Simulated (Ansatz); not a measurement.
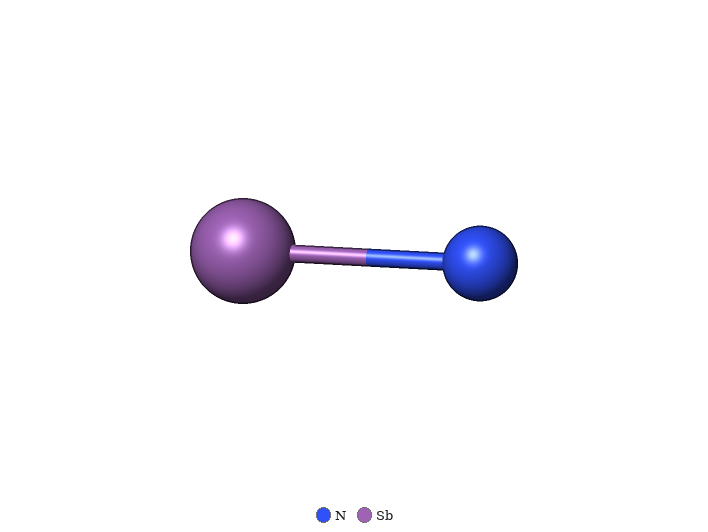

Harmonic vibrations computed with RKS PBE0-D4/def2-TZVP, core potentials on Sb (Ansatz 0.2.0) at a stationary point of the same level.

### Minimum or transition state?

A minimum: no imaginary frequency, and the lowest mode lies at 977 cm⁻¹.

### How many vibrational modes are there, and where do they lie?

1 modes: 977 cm⁻¹.
